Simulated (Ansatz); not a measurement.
Consider Ga$_{4}$SeS$_{3}$.

Input file:

```
crystal:
  lattice:
    - [7.2654744571, -0.0032285935, 0.0]
    - [-1.8177666313, 3.1484641675, 0.0]
    - [0.0, 0.0, 15.5861226845]
  atoms:
    - { symbol: Ga, position: [0.1611481035, 0.6611481035, 0.1730018894] }
    - { symbol: Ga, position: [0.6698117075, 0.6698117075, 0.1726468595] }
    - { symbol: Ga, position: [0.3388518965, 0.3388518965, 0.6730018894] }
    - { symbol: Ga, position: [0.8301882925, 0.3301882925, 0.6726468595] }
    - { symbol: Ga, position: [0.1642292674, 0.6642292674, 0.3298072929] }
    - { symbol: Ga, position: [0.6671026797, 0.6671026797, 0.32982544] }
    - { symbol: Ga, position: [0.3357707326, 0.3357707326, 0.8298072929] }
    - { symbol: Ga, position: [0.8328973203, 0.3328973203, 0.82982544] }
    - { symbol: Se, position: [0.1680383781, 0.6680383781, 0.5941721239] }
    - { symbol: S, position: [0.6679044063, 0.6679044063, 0.6035238663] }
    - { symbol: Se, position: [0.3319616219, 0.3319616219, 0.0941721239] }
    - { symbol: S, position: [0.8320955937, 0.3320955937, 0.1035238663] }
    - { symbol: S, position: [0.1672370885, 0.6672370885, 0.8977978477] }
    - { symbol: S, position: [0.6683146367, 0.6683146367, 0.8992246802] }
    - { symbol: S, position: [0.3327629115, 0.3327629115, 0.3977978477] }
    - { symbol: S, position: [0.8316853633, 0.3316853633, 0.3992246802] }
basis:
  ecutwfc: 420
kpoints:
  mp_grid: { grid: [8, 8, 2] }
hamiltonian:
  xc: pbe
  dispersion: d3bj
scf:
  occupations: { method: gaussian, width: 0.02 }
output:
  forces: true
  stress: true
  eigenvalues: true
  write_density: true
  write_potential: true
  elf: true
  volumetric_format: npy
relax:
  adjacent_minimum: "off"
  f_tol: 0.005
  max_steps: 80
  cell: { stress_tol: 0.05 }
```

Launched as:

```sh
ansatz run input.yaml --threads 4 --pin off --max-ram 10240MiB --backend cpu --events-out ev --progress --plain --runs-dir out
```

Below, planes, directions and counts refer to the conventional cell (a = 3.64 Å, b = 6.29 Å, c = 15.61 Å, α = 90.00°, β = 90.00°, γ = 90.00°).

The fields are those of the relaxed geometry.

Space group Pmn2₁; a generated structure, not necessarily the stable one.

The calculation used Ansatz 0.2.0, DFT PBE+D3(BJ), scalar-relativistic, plane waves, PAW.

Q: Predict the valence pseudo-density and electron localisation function between the atoms.

A: Ga–S (2.33 Å): ρ is about 0.56 e/Å³ halfway; the ELF peaks at about 0.90 in the valence shell of S, 0.8 Å from its nucleus, and is about 0.65 at the midpoint.
Ga–Se (2.45 Å): the density is about 0.5 e/Å³ at the midpoint; the ELF is about 0.70 at the midpoint.
Ga–Ga (2.44 Å): the density is about 0.46 e/Å³ at the midpoint; the ELF peaks at about 0.75 between the atoms.

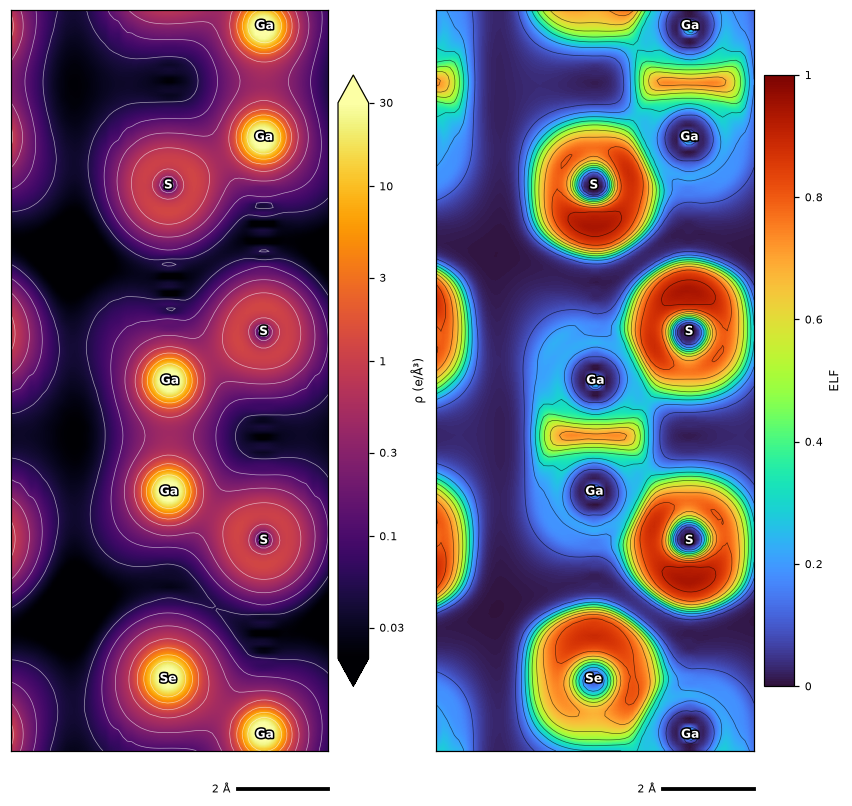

Computed valence pseudo-density and electron localisation function on the (100) plane of the conventional cell, in this order. 

Core electrons are frozen (PAW), and the valence fields are smoothed inside the atomic spheres.
